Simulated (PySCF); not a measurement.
Property calculation, with input and output: ZnF2

System: ZnF2, SMILES [F][Zn][F].
Method: HF/cc-pwCVTZ, RHF (PySCF 2.14.0).

The geometry comes from this level: PBE0-D4/def2-TZVP.

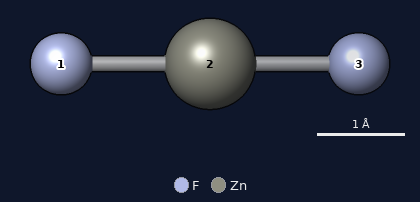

*The input geometry (ball-and-stick view, seen on its broad side; atoms are numbered from 1 in the order of the input). Sticks mark near contacts.*

Bond lengths as drawn: F–Zn 1.73 Å.

## Results in brief

| quantity | value |
| --- | --- |
| outcome | converged |
| total energy | −1976.857497 hartree |
| basis functions | 188 |
| HOMO | −15.58 eV |
| LUMO | 0.77 eV |
| dipole moment | 0.00 D |
| hardware | 1 thread of Arm Neoverse V1, 24 GiB of memory available, shared host |
| wall time | 20 s |
| peak memory | 1.5 GiB |

## The input (run.py)
```python
# [F][Zn][F]
import numpy
from pyscf import gto, scf, lo

molecule = gto.Mole()
molecule.atom = '''
F     -2.654876     1.366461    -1.317895
Zn    -0.006992    -0.041196    -0.008504
F      2.641270    -1.447719     1.301454
'''
molecule.verbose = 4
molecule.charge = 0
molecule.unit = 'bohr'
molecule.max_memory = 1860
molecule.basis = 'cc-pwcvtz'
molecule.build()

mf = molecule.RHF()
mf.conv_tol = 1e-10
mf.kernel()
if not mf.converged:
    mf = mf.newton().run(mf.mo_coeff, mf.mo_occ)

etot = mf.e_tot
print(f'total energy: {etot:.8f} hartree')
mf.analyze()
quad = mf.quad_moment()
occ = mf.mo_coeff[:, mf.mo_occ > 0]
iaos = lo.vec_lowdin(lo.iao.iao(molecule, occ), mf.get_ovlp())
c = iaos.T @ mf.get_ovlp() @ occ
pop_iao, q_iao = scf.hf.mulliken_pop(lo.iao.reference_mol(molecule), (c * mf.mo_occ[mf.mo_occ > 0]) @ c.T, numpy.eye(c.shape[0]), verbose=0)
print('IAO charges', numpy.round(q_iao, 4))
```

Launched with:
```bash
OMP_NUM_THREADS=1 python run.py
```

## The program's output
```
PySCF version 2.14.0

[INPUT] num. atoms = 3
[INPUT] num. electrons = 48
[INPUT] charge = 0
[INPUT] spin (= nelec alpha-beta = 2S) = 0
[INPUT] symmetry False subgroup None
[INPUT] Mole.unit = bohr
[INPUT] Symbol           X                Y                Z      unit          X                Y                Z       unit  Magmom
[INPUT]  1 F     -1.404899877018   0.723100020811  -0.697400000385 AA   -2.654876000000   1.366461000000  -1.317895000000 Bohr   0.0
[INPUT]  2 Zn    -0.003700007059  -0.021799984381  -0.004500123002 AA   -0.006992000000  -0.041196000000  -0.008504000000 Bohr   0.0
[INPUT]  3 F      1.397699891887  -0.766099902616   0.688699797861 AA    2.641270000000  -1.447719000000   1.301454000000 Bohr   0.0

nuclear repulsion = 177.4023577622
number of shells = 23
number of NR pGTOs = 275
number of NR cGTOs = 188
basis = cc-pwcvtz
ecp = {}

******** <class 'pyscf.scf.hf.RHF'> ********
method = RHF
initial guess = minao
damping factor = 0
level_shift factor = 0
DIIS = <class 'pyscf.scf.diis.CDIIS'>
diis_start_cycle = 1
diis_space = 8
diis_damp = 0
SCF conv_tol = 1e-10
SCF conv_tol_grad = None
SCF max_cycles = 50
direct_scf = True
direct_scf_tol = 1e-13
Set gradient conv threshold to 1e-05
Initial guess from minao.
init E= -1976.20277419916
  HOMO = -0.60291485743129  LUMO = -0.105141691914184  gap/eV = 13.54510
cycle= 1 E= -1976.74828174227  delta_E= -0.546  |g|= 0.932  |ddm|= 3.71
  HOMO = -0.474937299325274  LUMO = 0.0222171872600913  gap/eV = 13.52826
cycle= 2 E= -1976.79428728873  delta_E= -0.046  |g|= 0.878  |ddm|= 1.39
  HOMO = -0.564196363487569  LUMO = 0.0251625669135608  gap/eV = 16.03727
cycle= 3 E= -1976.85653515754  delta_E= -0.0622  |g|= 0.0965  |ddm|= 0.52
  HOMO = -0.577854897453865  LUMO = 0.0266764145084983  gap/eV = 16.45013
cycle= 4 E= -1976.85729009206  delta_E= -0.000755  |g|= 0.038  |ddm|= 0.0861
  HOMO = -0.572414594327757  LUMO = 0.0282791574627441  gap/eV = 16.34571
cycle= 5 E= -1976.85747701001  delta_E= -0.000187  |g|= 0.00684  |ddm|= 0.0342
  HOMO = -0.572597711097013  LUMO = 0.0282072906420343  gap/eV = 16.34874
cycle= 6 E= -1976.85749460089  delta_E= -1.76e-05  |g|= 0.00184  |ddm|= 0.0133
  HOMO = -0.572365624172862  LUMO = 0.0282305719989845  gap/eV = 16.34305
cycle= 7 E= -1976.85749641333  delta_E= -1.81e-06  |g|= 0.000503  |ddm|= 0.00574
  HOMO = -0.572375540669721  LUMO = 0.0282186651588787  gap/eV = 16.34300
cycle= 8 E= -1976.85749653572  delta_E= -1.22e-07  |g|= 6.32e-05  |ddm|= 0.00285
  HOMO = -0.572381758452704  LUMO = 0.0282207887845503  gap/eV = 16.34323
cycle= 9 E= -1976.85749653721  delta_E= -1.5e-09  |g|= 1.34e-05  |ddm|= 0.000312
  HOMO = -0.572382409911847  LUMO = 0.028221100286071  gap/eV = 16.34325
cycle= 10 E= -1976.85749653729  delta_E= -7.73e-11  |g|= 3.6e-06  |ddm|= 2.94e-05
  HOMO = -0.572382764669561  LUMO = 0.0282212198826803  gap/eV = 16.34327
```

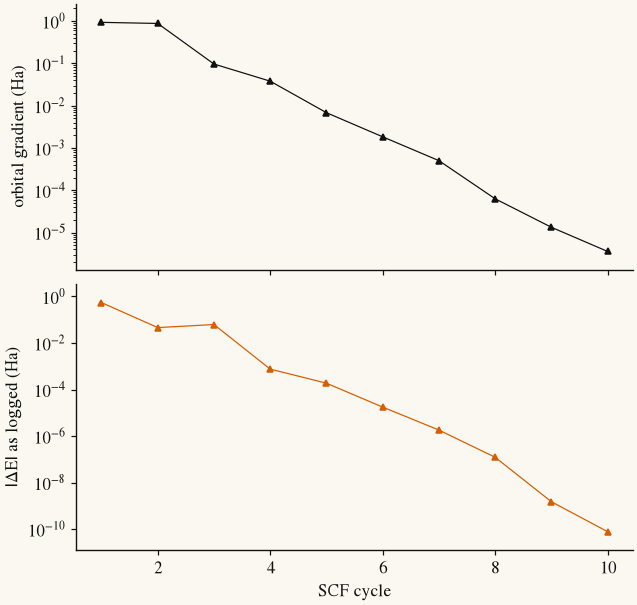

*Convergence of the self-consistent field: orbital gradient and size of the energy change against the SCF cycle.*

The residual falls at every step.

```
Extra cycle  E= -1976.8574965373  delta_E= -1.05e-11  |g|= 1.84e-06  |ddm|= 1.13e-05
converged SCF energy = -1976.8574965373
total energy: -1976.85749654 hartree
**** SCF Summaries ****
Total Energy =                       -1976.857496537302723
Nuclear Repulsion Energy =             177.402357762200182
One-electron Energy =                -3117.489760111031046
Two-electron Energy =                  963.229905811528283
Two-electron Coulomb Energy =         1053.254822430130844
DFT Exchange-Correlation Energy =      -90.024916618602560
HOMO-LUMO gap [eV] =                    16.343266868801166
**** MO energy ****
MO #1   energy= -353.370370434405  occ= 2
MO #2   energy= -44.4265645133122  occ= 2
MO #3   energy= -38.9936862604829  occ= 2
MO #4   energy= -38.9936862601452  occ= 2
MO #5   energy= -38.9866461559818  occ= 2
MO #6   energy= -26.2238825627898  occ= 2
MO #7   energy= -26.2238771498461  occ= 2
MO #8   energy= -5.70826642500901  occ= 2
MO #9   energy= -3.91608529338671  occ= 2
MO #10  energy= -3.9160852931374   occ= 2
MO #11  energy= -3.91195425220506  occ= 2
MO #12  energy= -1.50456853193271  occ= 2
MO #13  energy= -1.49443891934958  occ= 2
MO #14  energy= -0.868149259561268 occ= 2
MO #15  energy= -0.868149258662484 occ= 2
MO #16  energy= -0.863495098389761 occ= 2
MO #17  energy= -0.863495098389468 occ= 2
MO #18  energy= -0.859707636904801 occ= 2
MO #19  energy= -0.59971774084239  occ= 2
MO #20  energy= -0.592968471951441 occ= 2
MO #21  energy= -0.592207100191391 occ= 2
MO #22  energy= -0.592206961608728 occ= 2
MO #23  energy= -0.572382765932242 occ= 2
MO #24  energy= -0.572382764669561 occ= 2
MO #25  energy= 0.0282212198826803 occ= 0
MO #26  energy= 0.0718169636477048 occ= 0
MO #27  energy= 0.0718169832648693 occ= 0
MO #28  energy= 0.145831686442312  occ= 0
MO #29  energy= 0.180468950219547  occ= 0
MO #30  energy= 0.263246529517807  occ= 0
MO #31  energy= 0.263246552292304  occ= 0
MO #32  energy= 0.479399896688087  occ= 0
MO #33  energy= 0.604546001042045  occ= 0
MO #34  energy= 0.641835345945864  occ= 0
MO #35  energy= 0.641835345946066  occ= 0
MO #36  energy= 0.772181576503051  occ= 0
MO #37  energy= 0.77218162691804   occ= 0
MO #38  energy= 0.887107176121203  occ= 0
MO #39  energy= 1.0601874500697    occ= 0
MO #40  energy= 1.06412407663454   occ= 0
MO #41  energy= 1.06412408546513   occ= 0
MO #42  energy= 1.08056348833692   occ= 0
MO #43  energy= 1.0805634930826    occ= 0
MO #44  energy= 1.09440526337663   occ= 0
MO #45  energy= 1.09440528070034   occ= 0
MO #46  energy= 1.15535073164927   occ= 0
MO #47  energy= 1.26547509678451   occ= 0
MO #48  energy= 1.65933557155029   occ= 0
MO #49  energy= 1.72095155746735   occ= 0
MO #50  energy= 2.2904965491455    occ= 0
MO #51  energy= 2.29049654914561   occ= 0
MO #52  energy= 2.29519318199877   occ= 0
MO #53  energy= 2.2951932270701    occ= 0
MO #54  energy= 2.31364188371421   occ= 0
MO #55  energy= 2.31364188371441   occ= 0
MO #56  energy= 2.49714621279223   occ= 0
MO #57  energy= 2.53636713607213   occ= 0
MO #58  energy= 2.53636719598874   occ= 0
MO #59  energy= 2.60230585549334   occ= 0
MO #60  energy= 2.60230585549352   occ= 0
MO #61  energy= 2.72799282423781   occ= 0
MO #62  energy= 2.72799638537984   occ= 0
MO #63  energy= 2.74120644681489   occ= 0
MO #64  energy= 3.42511935433748   occ= 0
MO #65  energy= 3.74302125188285   occ= 0
MO #66  energy= 4.12362165027515   occ= 0
MO #67  energy= 4.12362165545015   occ= 0
MO #68  energy= 4.18990888924349   occ= 0
MO #69  energy= 4.290788288457     occ= 0
MO #70  energy= 4.29078828845705   occ= 0
MO #71  energy= 4.3042087849088    occ= 0
MO #72  energy= 4.30420878490891   occ= 0
MO #73  energy= 4.39136794224412   occ= 0
MO #74  energy= 4.39136804239044   occ= 0
MO #75  energy= 4.56068360334109   occ= 0
MO #76  energy= 4.89365479167005   occ= 0
MO #77  energy= 4.89365479264283   occ= 0
MO #78  energy= 4.93639518289979   occ= 0
MO #79  energy= 4.9363951831869    occ= 0
MO #80  energy= 5.17791872640859   occ= 0
MO #81  energy= 5.36490757525095   occ= 0
MO #82  energy= 6.43406099477184   occ= 0
MO #83  energy= 6.61231761911907   occ= 0
MO #84  energy= 7.32184615745238   occ= 0
MO #85  energy= 7.32184618474307   occ= 0
MO #86  energy= 7.37607374164399   occ= 0
MO #87  energy= 7.4342122839077    occ= 0
MO #88  energy= 7.43421228390776   occ= 0
MO #89  energy= 7.43941873532587   occ= 0
MO #90  energy= 7.43941873532593   occ= 0
MO #91  energy= 7.4527064336536    occ= 0
MO #92  energy= 7.45270643365364   occ= 0
MO #93  energy= 7.45271240191421   occ= 0
MO #94  energy= 7.45271240191437   occ= 0
MO #95  energy= 7.45622891730248   occ= 0
MO #96  energy= 7.4562289338761    occ= 0
MO #97  energy= 7.51782487196676   occ= 0
MO #98  energy= 7.78019643543566   occ= 0
MO #99  energy= 7.78019643543718   occ= 0
MO #100 energy= 8.02793617603395   occ= 0
MO #101 energy= 8.02793627277411   occ= 0
MO #102 energy= 8.62750536280039   occ= 0
MO #103 energy= 8.91630311339369   occ= 0
MO #104 energy= 8.91630311339376   occ= 0
MO #105 energy= 8.93232961737342   occ= 0
MO #106 energy= 8.93232961737346   occ= 0
MO #107 energy= 8.96840413901147   occ= 0
MO #108 energy= 8.96840421543856   occ= 0
MO #109 energy= 9.10320272866832   occ= 0
MO #110 energy= 9.10320273291202   occ= 0
MO #111 energy= 9.40373129838532   occ= 0
MO #112 energy= 9.7519436365705    occ= 0
MO #113 energy= 12.9350492102608   occ= 0
MO #114 energy= 12.9350492102608   occ= 0
MO #115 energy= 12.9449023828206   occ= 0
MO #116 energy= 12.9449023828207   occ= 0
MO #117 energy= 13.019921362859    occ= 0
MO #118 energy= 13.0199215202174   occ= 0
MO #119 energy= 13.3810752783873   occ= 0
MO #120 energy= 14.4920515532746   occ= 0
MO #121 energy= 14.4920515599397   occ= 0
MO #122 energy= 14.6606750278884   occ= 0
MO #123 energy= 15.9659801969425   occ= 0
MO #124 energy= 16.4116313425511   occ= 0
MO #125 energy= 16.4116313425511   occ= 0
MO #126 energy= 16.4189779282483   occ= 0
MO #127 energy= 16.4189779282485   occ= 0
MO #128 energy= 16.4236562551532   occ= 0
MO #129 energy= 16.4236562551533   occ= 0
MO #130 energy= 16.4287586484411   occ= 0
MO #131 energy= 16.4287586542385   occ= 0
MO #132 energy= 16.4563559658713   occ= 0
MO #133 energy= 20.7252107679739   occ= 0
MO #134 energy= 20.7252107679774   occ= 0
MO #135 energy= 20.8052317590332   occ= 0
MO #136 energy= 20.805231803971    occ= 0
MO #137 energy= 21.1356563427368   occ= 0
MO #138 energy= 23.9285712040687   occ= 0
MO #139 energy= 23.928571205363    occ= 0
MO #140 energy= 23.9503580340506   occ= 0
MO #141 energy= 23.9503580380892   occ= 0
MO #142 energy= 24.09901148923     occ= 0
MO #143 energy= 24.1758784698659   occ= 0
MO #144 energy= 27.9526364104201   occ= 0
MO #145 energy= 28.0001590973242   occ= 0
MO #146 energy= 35.3938857606941   occ= 0
MO #147 energy= 35.3938857606943   occ= 0
MO #148 energy= 35.4052796864249   occ= 0
MO #149 energy= 35.4052796864249   occ= 0
MO #150 energy= 35.4403889473343   occ= 0
MO #151 energy= 35.4403890311483   occ= 0
MO #152 energy= 35.6213406611444   occ= 0
MO #153 energy= 39.8795717732803   occ= 0
MO #154 energy= 39.8795717732804   occ= 0
MO #155 energy= 39.886670290811    occ= 0
MO #156 energy= 39.8866702908113   occ= 0
MO #157 energy= 39.9078955196211   occ= 0
MO #158 energy= 39.9078955475895   occ= 0
MO #159 energy= 39.9643046791115   occ= 0
MO #160 energy= 39.9643046817754   occ= 0
MO #161 energy= 40.1475662480726   occ= 0
MO #162 energy= 40.2125176914706   occ= 0
MO #163 energy= 44.4758926364229   occ= 0
MO #164 energy= 44.4758926364231   occ= 0
MO #165 energy= 44.4867717533864   occ= 0
MO #166 energy= 44.4867717533867   occ= 0
MO #167 energy= 44.4933502098086   occ= 0
MO #168 energy= 44.4933502098088   occ= 0
MO #169 energy= 44.4982833397851   occ= 0
MO #170 energy= 44.4982833433473   occ= 0
MO #171 energy= 44.5118985215884   occ= 0
MO #172 energy= 47.1468918484673   occ= 0
MO #173 energy= 47.1468918565167   occ= 0
MO #174 energy= 47.2889633937114   occ= 0
MO #175 energy= 53.109405663343    occ= 0
MO #176 energy= 53.1094056633504   occ= 0
MO #177 energy= 53.1749290321085   occ= 0
MO #178 energy= 53.1749290735235   occ= 0
MO #179 energy= 53.4755930332609   occ= 0
MO #180 energy= 96.1830501887113   occ= 0
MO #181 energy= 113.625143774354   occ= 0
MO #182 energy= 113.625143775085   occ= 0
MO #183 energy= 113.64320158897    occ= 0
MO #184 energy= 113.643201590935   occ= 0
MO #185 energy= 113.754224840765   occ= 0
MO #186 energy= 113.775478393229   occ= 0
MO #187 energy= 134.600542118494   occ= 0
MO #188 energy= 134.643780746703   occ= 0
 ** Mulliken pop on meta-lowdin orthogonal AOs  **
 ** Mulliken pop  **
pop of  0 F 1s            1.99999
pop of  0 F 2s            1.94853
pop of  0 F 3s            0.00265
pop of  0 F 4s            0.00010
pop of  0 F 5s            0.00008
pop of  0 F 6s            0.00009
pop of  0 F 2px           1.89957
pop of  0 F 2py           1.95897
pop of  0 F 2pz           1.96214
pop of  0 F 3px           0.00384
pop of  0 F 3py           0.00357
pop of  0 F 3pz           0.00355
pop of  0 F 4px           0.00137
pop of  0 F 4py           0.00108
pop of  0 F 4pz           0.00107
pop of  0 F 5px           0.00013
pop of  0 F 5py           0.00016
pop of  0 F 5pz           0.00016
pop of  0 F 6px           0.00001
pop of  0 F 6py           0.00001
pop of  0 F 6pz           0.00001
pop of  0 F 3dxy          0.00123
pop of  0 F 3dyz          0.00046
pop of  0 F 3dz^2         0.00061
pop of  0 F 3dxz          0.00116
pop of  0 F 3dx2-y2       0.00107
pop of  0 F 4dxy          0.00013
pop of  0 F 4dyz          0.00005
pop of  0 F 4dz^2         0.00006
pop of  0 F 4dxz          0.00012
pop of  0 F 4dx2-y2       0.00011
pop of  0 F 5dxy          0.00010
pop of  0 F 5dyz          0.00003
pop of  0 F 5dz^2         0.00005
pop of  0 F 5dxz          0.00009
pop of  0 F 5dx2-y2       0.00008
pop of  0 F 4f-3          0.00002
pop of  0 F 4f-2          0.00002
pop of  0 F 4f-1          0.00000
pop of  0 F 4f+0          0.00001
pop of  0 F 4f+1          0.00001
pop of  0 F 4f+2          0.00001
pop of  0 F 4f+3          0.00001
pop of  1 Zn 1s           1.99995
pop of  1 Zn 2s           1.99957
pop of  1 Zn 3s           1.99905
pop of  1 Zn 4s           0.39126
pop of  1 Zn 5s           0.01118
pop of  1 Zn 6s           0.00109
pop of  1 Zn 7s           0.00039
pop of  1 Zn 8s           0.00023
pop of  1 Zn 9s           0.00011
pop of  1 Zn 2px          1.99990
pop of  1 Zn 2py          1.99990
pop of  1 Zn 2pz          1.99990
pop of  1 Zn 3px          1.99986
pop of  1 Zn 3py          1.99982
pop of  1 Zn 3pz          1.99982
pop of  1 Zn 4px          0.01129
pop of  1 Zn 4py          0.01684
pop of  1 Zn 4pz          0.01713
pop of  1 Zn 5px          0.00614
pop of  1 Zn 5py          0.00231
pop of  1 Zn 5pz          0.00211
pop of  1 Zn 6px          0.00015
pop of  1 Zn 6py          0.00014
pop of  1 Zn 6pz          0.00014
pop of  1 Zn 7px          0.00036
pop of  1 Zn 7py          0.00014
pop of  1 Zn 7pz          0.00012
pop of  1 Zn 8px          0.00007
pop of  1 Zn 8py          0.00005
pop of  1 Zn 8pz          0.00005
pop of  1 Zn 9px          0.00005
pop of  1 Zn 9py          0.00005
pop of  1 Zn 9pz          0.00005
pop of  1 Zn 3dxy         1.98049
pop of  1 Zn 3dyz         1.99509
pop of  1 Zn 3dz^2        1.99609
pop of  1 Zn 3dxz         1.98303
pop of  1 Zn 3dx2-y2      1.99075
pop of  1 Zn 4dxy         0.00126
pop of  1 Zn 4dyz         0.00068
pop of  1 Zn 4dz^2        0.00111
pop of  1 Zn 4dxz         0.00132
pop of  1 Zn 4dx2-y2      0.00174
pop of  1 Zn 5dxy         0.00057
pop of  1 Zn 5dyz         0.00034
pop of  1 Zn 5dz^2        0.00059
pop of  1 Zn 5dxz         0.00062
pop of  1 Zn 5dx2-y2      0.00091
pop of  1 Zn 6dxy         0.00007
pop of  1 Zn 6dyz         0.00002
pop of  1 Zn 6dz^2        0.00002
pop of  1 Zn 6dxz         0.00006
pop of  1 Zn 6dx2-y2      0.00004
pop of  1 Zn 7dxy         0.00006
pop of  1 Zn 7dyz         0.00003
pop of  1 Zn 7dz^2        0.00006
pop of  1 Zn 7dxz         0.00006
pop of  1 Zn 7dx2-y2      0.00009
pop of  1 Zn 8dxy         0.00005
pop of  1 Zn 8dyz         0.00002
pop of  1 Zn 8dz^2        0.00004
pop of  1 Zn 8dxz         0.00005
pop of  1 Zn 8dx2-y2      0.00006
pop of  1 Zn 4f-3         0.00007
pop of  1 Zn 4f-2         0.00006
pop of  1 Zn 4f-1         0.00001
pop of  1 Zn 4f+0         0.00003
pop of  1 Zn 4f+1         0.00004
pop of  1 Zn 4f+2         0.00004
pop of  1 Zn 4f+3         0.00005
pop of  1 Zn 5f-3         0.00001
pop of  1 Zn 5f-2         0.00001
pop of  1 Zn 5f-1         0.00000
pop of  1 Zn 5f+0         0.00000
pop of  1 Zn 5f+1         0.00001
pop of  1 Zn 5f+2         0.00000
pop of  1 Zn 5f+3         0.00001
pop of  1 Zn 6f-3         0.00001
pop of  1 Zn 6f-2         0.00001
pop of  1 Zn 6f-1         0.00000
pop of  1 Zn 6f+0         0.00000
pop of  1 Zn 6f+1         0.00000
pop of  1 Zn 6f+2         0.00000
pop of  1 Zn 6f+3         0.00000
pop of  1 Zn 5g-4         0.00000
pop of  1 Zn 5g-3         0.00000
pop of  1 Zn 5g-2         0.00000
pop of  1 Zn 5g-1         0.00000
pop of  1 Zn 5g+0         0.00000
pop of  1 Zn 5g+1         0.00000
pop of  1 Zn 5g+2         0.00000
pop of  1 Zn 5g+3         0.00000
pop of  1 Zn 5g+4         0.00000
pop of  1 Zn 6g-4         0.00000
pop of  1 Zn 6g-3         0.00000
pop of  1 Zn 6g-2         0.00000
pop of  1 Zn 6g-1         0.00000
pop of  1 Zn 6g+0         0.00000
pop of  1 Zn 6g+1         0.00000
pop of  1 Zn 6g+2         0.00000
pop of  1 Zn 6g+3         0.00000
pop of  1 Zn 6g+4         0.00000
pop of  2 F 1s            1.99999
pop of  2 F 2s            1.94853
pop of  2 F 3s            0.00265
pop of  2 F 4s            0.00010
pop of  2 F 5s            0.00008
pop of  2 F 6s            0.00009
pop of  2 F 2px           1.89954
pop of  2 F 2py           1.95903
pop of  2 F 2pz           1.96212
pop of  2 F 3px           0.00384
pop of  2 F 3py           0.00357
pop of  2 F 3pz           0.00355
pop of  2 F 4px           0.00137
pop of  2 F 4py           0.00108
pop of  2 F 4pz           0.00107
pop of  2 F 5px           0.00013
pop of  2 F 5py           0.00016
pop of  2 F 5pz           0.00016
pop of  2 F 6px           0.00001
pop of  2 F 6py           0.00001
pop of  2 F 6pz           0.00001
pop of  2 F 3dxy          0.00122
pop of  2 F 3dyz          0.00046
pop of  2 F 3dz^2         0.00061
pop of  2 F 3dxz          0.00116
pop of  2 F 3dx2-y2       0.00107
pop of  2 F 4dxy          0.00013
pop of  2 F 4dyz          0.00005
pop of  2 F 4dz^2         0.00006
pop of  2 F 4dxz          0.00012
pop of  2 F 4dx2-y2       0.00011
pop of  2 F 5dxy          0.00010
pop of  2 F 5dyz          0.00003
pop of  2 F 5dz^2         0.00005
pop of  2 F 5dxz          0.00009
pop of  2 F 5dx2-y2       0.00008
pop of  2 F 4f-3          0.00002
pop of  2 F 4f-2          0.00002
pop of  2 F 4f-1          0.00000
pop of  2 F 4f+0          0.00001
pop of  2 F 4f+1          0.00001
pop of  2 F 4f+2          0.00001
pop of  2 F 4f+3          0.00001
 ** Mulliken atomic charges  **
charge of    0F =     -0.79254
charge of    1Zn =      1.58508
charge of    2F =     -0.79254
Dipole moment(X, Y, Z, Debye): -0.00064, -0.00184, -0.00094
Traceless quadrupole moment (Debye*A):

IAO charges [-0.8333  1.6667 -0.8333]
```

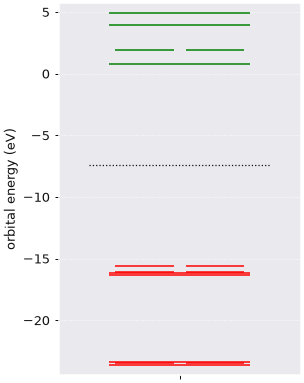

*Orbital energies near the frontier; the dotted line parts filled from empty levels, and levels within 0.02 eV of each other stand side by side.*

Highest filled −15.58 eV, lowest empty 0.77 eV, 16.35 eV apart.
